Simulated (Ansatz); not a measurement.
## Run report: GaSiH₆Cl, frequency calculation

The run: frequency calculation of GaSiH₆Cl. Method and program: RKS PBE0-D4/def2-SVP (Ansatz 0.2.0).

It belongs to a series of runs on one base structure; here: vibrations at the highest image of the band.

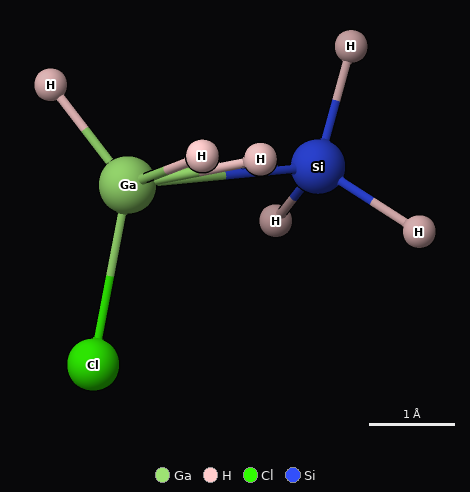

Fig. 1: The input geometry (ball-and-stick view, seen at a tilt). Sticks mark near contacts.

### Input file
```yaml
crystal:
  periodic: [false, false, false]
  atoms:
    - { symbol: Ga, position_ang: [-0.063374, -0.19183, -0.025336] }
    - { symbol: H, position_ang: [0.039645, 0.407177, 1.577009] }
    - { symbol: H, position_ang: [1.293599, -0.10268, -0.744882] }
    - { symbol: Cl, position_ang: [-2.042838, 0.25326, -0.749674] }
    - { symbol: Si, position_ang: [-0.292589, -2.591807, 0.986958] }
    - { symbol: H, position_ang: [-0.771241, -3.248043, -0.269297] }
    - { symbol: H, position_ang: [1.014972, -3.188696, 1.396103] }
    - { symbol: H, position_ang: [-1.308688, -2.82698, 2.057823] }
    - { symbol: H, position_ang: [-0.115887, -0.743902, 1.548796] }
basis:
  gaussian: { orbitals: def2-SVP }
hamiltonian:
  xc: pbe0
  dispersion: d4
phonons: {}
```

Hardware: 2 threads of Intel Xeon @ 2.90GHz (Ice Lake), 32 GiB of memory available, shared host.

Run as:
```bash
ansatz run input.yaml --threads 2 --pin off --max-ram 3072MiB --backend cpu --events-out ev --progress --plain --runs-dir out
```

### What the program printed
```
Engine: ansatz 0.2.0, x86_64-unknown-linux-gnu
Functional definition: PBE0
  parameter a = 0.25
  parameter kappa = 0.804
  parameter beta = 0.06672455060314922
  exchange = (1 - a)*pbe_x(kappa = kappa, mu = beta*pi^2/3) + a*exact_x
  correlation = pbe_c(beta = beta)
1013 factors; integrals over basis functions are off by at most 2.6e-4 eV
mean field evaluation 1: about -72846.6830 eV, gradient 2.3e1 eV
mean field evaluation 2: about -72846.4587 eV, gradient 2.8e1 eV
mean field evaluation 4: about -72847.5035 eV, gradient 3.0e-1 eV
mean field evaluation 8: about -72847.5026 eV, gradient 2.1e-2 eV
mean field -72847.50255493 eV, -2677.0963410830 hartree, gradient 5.1e-5 eV, S^2 0.000000; 0 other end points of the search recorded, 0 dependent functions left out
the calculation of the forces begins
reference -72847.50258512 eV, -2677.0963421924 hartree; 34, 34 occupied and 64, 64 virtual orbitals, 1013 factors
these checks for a lower state are left out or cut short: stability, starts, cluster_reference, orbital_swaps, neighbouring_geometries, increment
1013 factors; integrals over basis functions are off by at most 2.6e-4 eV
mean field evaluation 16: about -72847.5024 eV, gradient 1.6e-1 eV
mean field -72847.50238977 eV, -2677.0963350135 hartree, gradient 9.5e-7 eV, S^2 0.000000; 0 other end points of the search recorded, 0 dependent functions left out
[... from here on the field's lines of each further geometry are left out, up to the last ...]
the calculation of the forces begins
reference -72847.50248456 eV, -2677.0963384970 hartree; 34, 34 occupied and 64, 64 virtual orbitals, 1013 factors
these checks for a lower state are left out or cut short: stability, starts, cluster_reference, orbital_swaps, neighbouring_geometries, increment
1013 factors; integrals over basis functions are off by at most 2.6e-4 eV
mean field -72847.50259211 eV, -2677.0963424495 hartree, gradient 1.4e-6 eV, S^2 0.000000; 0 other end points of the search recorded, 0 dependent functions left out
the calculation of the forces begins
reference -72847.50262230 eV, -2677.0963435589 hartree; 34, 34 occupied and 64, 64 virtual orbitals, 1013 factors
WARN: phonons: modes at or below zero, which the zero-point energy, F, S and C_V leave out: 1, the lowest at -1276.11 cm⁻¹. A minimum has none, and a first-order saddle one
Total energy: -72847.68110182 eV, -2677.1029025601 hartree
Atom 0 at    -0.063374    -0.191830    -0.025336 Å, force    -0.036150    -0.015142     0.038504 eV/Å
Atom 1 at     0.039645     0.407177     1.577009 Å, force     0.002087    -0.012497     0.006440 eV/Å
Atom 2 at     1.293599    -0.102680    -0.744882 Å, force     0.020918     0.003176    -0.019344 eV/Å
Atom 3 at    -2.042838     0.253260    -0.749674 Å, force     0.011323    -0.005455    -0.002439 eV/Å
Atom 4 at    -0.292589    -2.591807     0.986958 Å, force    -0.010616     0.013003     0.015141 eV/Å
Atom 5 at    -0.771241    -3.248043    -0.269297 Å, force     0.002503     0.006259    -0.001543 eV/Å
Atom 6 at     1.014972    -3.188696     1.396103 Å, force    -0.001775     0.008210    -0.001070 eV/Å
Atom 7 at    -1.308688    -2.826980     2.057823 Å, force     0.003555    -0.001927    -0.007434 eV/Å
Atom 8 at    -0.115887    -0.743902     1.548796 Å, force     0.008155     0.004374    -0.028255 eV/Å
Dipole moment:     0.325973    -0.138064     0.202596 e Å
Vibrations: -1276.11 66.12 90.08 242.76 368.44 420.79 443.47 455.65 547.47 611.75 786.93 871.14 913.17 929.84 1051.99 1620.92 1816.65 2090.98 2216.28 2232.69 2239.40 cm⁻¹, zero-point energy 1.240867 eV
```

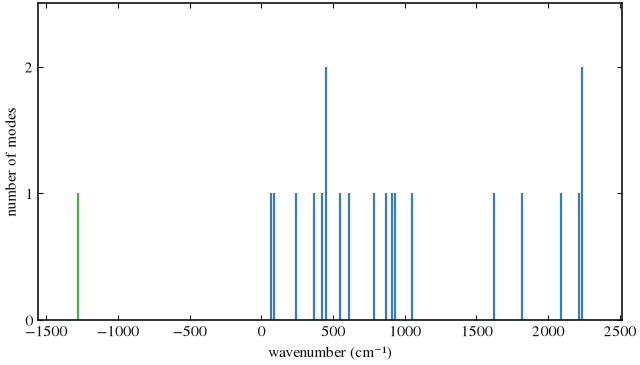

Fig. 2: Harmonic vibrational wavenumbers from the force constants; neighbouring modes closer than 16 cm⁻¹ are counted in one stick, and imaginary ones are drawn at negative wavenumbers. 21 modes from 1276i to 2239 cm⁻¹, 1 imaginary beyond 8i (1276i cm⁻¹): a first-order saddle point, if the geometry is stationary.

### Results in brief

- outcome: converged
- total energy: −72847.6811 eV
- mean-field energy: −72847.5026 eV
- largest force (length of the vector): 0.055 eV/Å
- wall time: 77 s (CPU time 2.4 min)
- peak memory: 0.25 GiB
